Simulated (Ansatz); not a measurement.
Results of RPBE (Ansatz, an electronic-structure program, PAW) for body-centred tetragonal In.

Run with plane-wave cutoff 520 eV, 24×24×24 k mesh, Fermi–Dirac smearing 0.05 eV, scalar-relativistic PAW data made under PBE.

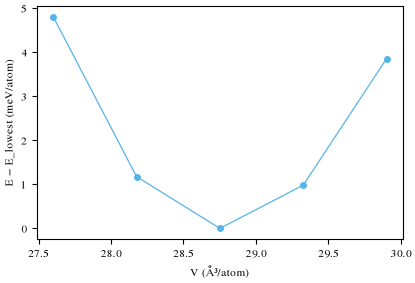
*Total energy against volume*

### Question
From the curve, estimate the equilibrium volume and the bulk modulus.

### Answer
V0 ≈ 28.8 Å³/atom and B0 ≈ 30 GPa; the fit gives V0 = 28.764 Å³/atom, B0 = 29.9 GPa, B′ = 5.6.

Shape and atoms are relaxed at each volume.

Measured, for comparison: bulk modulus 44.7 GPa (copied from a table, unchecked, extrapolated to 0 K and zero-point effects removed; as tabulated in Lejaeghere et al. (2013), arXiv:1204.2733). Computed (rounded) less measured: bulk modulus not scored (unchecked).

Note: the cell is over a tenth larger than the published one: the level's own overestimate first of all, though another phase or state, or a fault of the published cell, is possible; the bulk modulus comes from volumes at which shape and atoms were relaxed.

Spin–orbit coupling is not included.

Static lattice: no zero-point or thermal effects.

Cost on a shared machine: very roughly 12 core-minutes.
